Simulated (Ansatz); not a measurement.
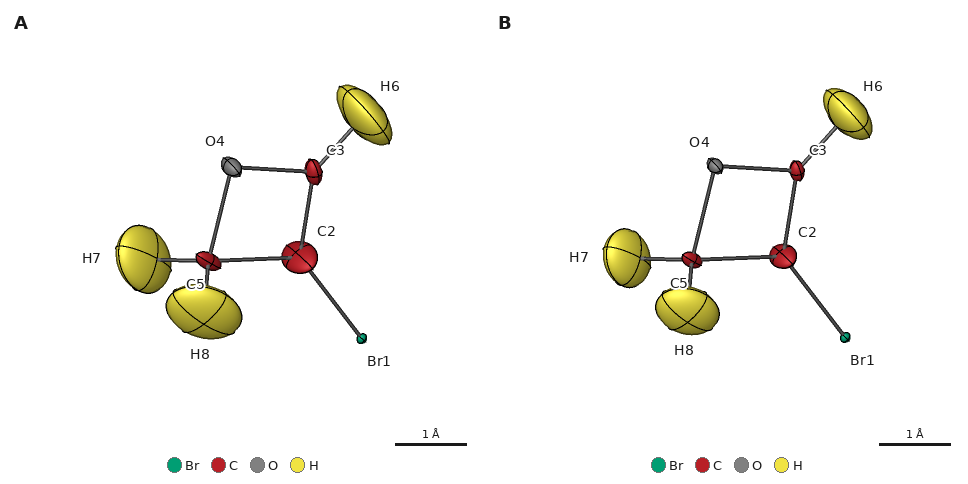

Displacement ellipsoids at the 50 % level, scaled by 2, from the internal vibrations of the free molecule (harmonic, no overall translation or rotation; no half-axis is drawn under 0.075 Å). Vibrations computed with RKS PBE0-D4/def2-TZVP (Ansatz 0.2.0). One panel is for 298 K, the other for 600 K.

> Which panel is for 600 K?

A.

> How much does the mean-square displacement of C2 grow, and why?

U_eq goes from 0.0043 to 0.0075 Å², a factor of 1.7. Modes below kT (417 cm⁻¹ at 600 K) grow about in proportion to T, and the lowest lies at 231 cm⁻¹; the mean-square amplitude of a mode is its zero-point value times coth(ħω/2kT), which comes close to 1 only above about 3kT.
